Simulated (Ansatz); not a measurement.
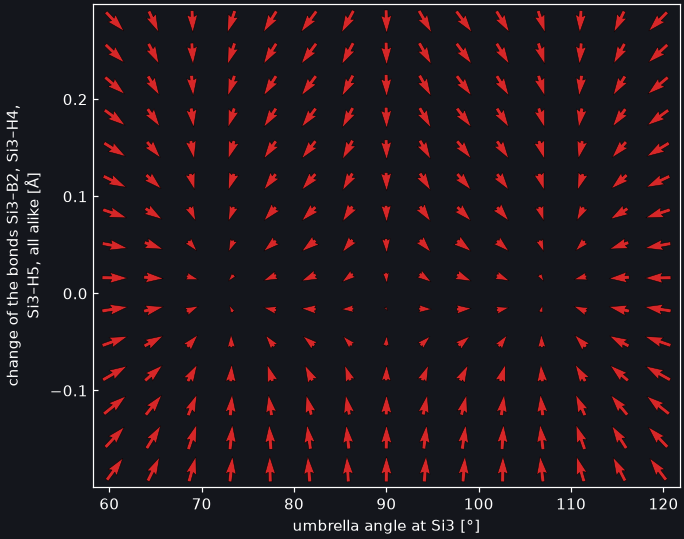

BH₂OSi, SMILES [O]B=[SiH2], spin multiplicity 2. First axis: umbrella angle at Si3 (between each of its bonds and their common axis; 90 is planar). Second axis: change of the bonds Si3–B2, Si3–H4, Si3–H5, all alike. Nothing is relaxed (all other coordinates rigid). Grid: 15 × 15 points. Points are written as (first, second). The calculation used UHF/def2-TZVP in Ansatz.

The picture shows arrows along the force (downhill), their lengths compressed.

### The arrows alone are given. Where are the wells?

The arrows converge at about (107°, 0.000 Å); about (72°, 0.00 Å) (0.16 kcal/mol up) (read from the interpolated surface).

The energy map of the same scan:

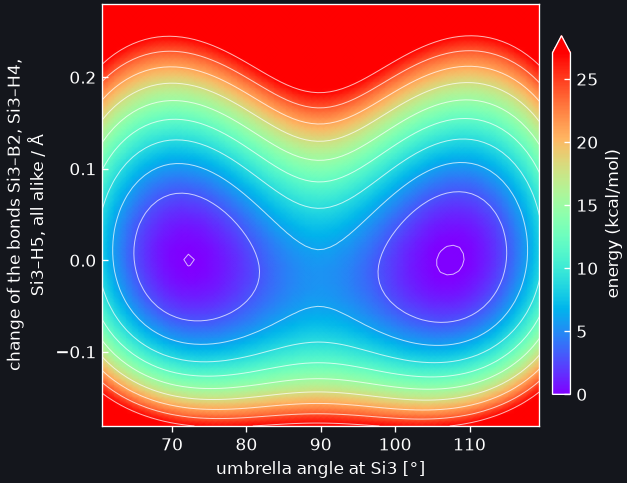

Energies are in kcal/mol, from the lowest grid point; between grid points the surface is interpolated.
